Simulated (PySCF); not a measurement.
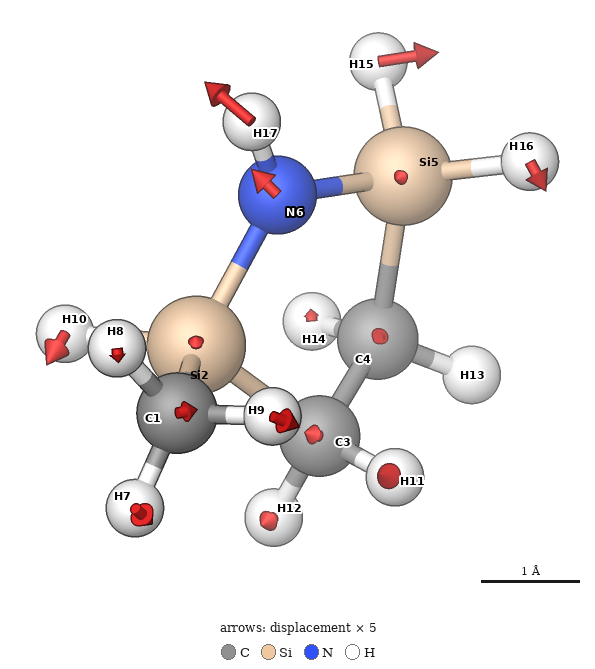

This is a relaxation of C$_{3}$H$_{11}$NSi$_{2}$. The starting structure is drawn; red arrows show the displacements, magnified 5 times. The two geometries are superimposed by the best rigid fit.

Style: ball-and-stick. Shown from a free direction.

The start comes from GFN2-xTB. Its atoms were then displaced at random by about 0.01 Å.

Theory: PBE0-D3(BJ)/def2-SVP geometry optimisation, gas phase (PySCF 2.14.0, density-fitted response routines). 

Which element moves most?

Answer. Hydrogen: up to 0.14 Å, against 0.08 Å for nitrogen.

What did the optimiser do to the structure, and how much energy did it gain?

Answer. The energy falls by 19.0 kJ/mol in 6 geometry steps. The largest move after the best rigid fit is that of H17, 0.14 Å. By element the largest moves are H 0.14 Å, N 0.08 Å, C 0.05 Å, Si 0.03 Å. Among the contacts that change: C3–C4 1.482 → 1.541 Å, C1–H7 1.061 → 1.102 Å, C1–Si2 1.911 → 1.875 Å, C4–H13 1.129 → 1.102 Å. Bond angles that change, for instance: H15–Si5–H16 110.2° → 106.7°, C3–C4–Si5 110.9° → 107.7°, H8–C1–H9 105.1° → 108.2°.
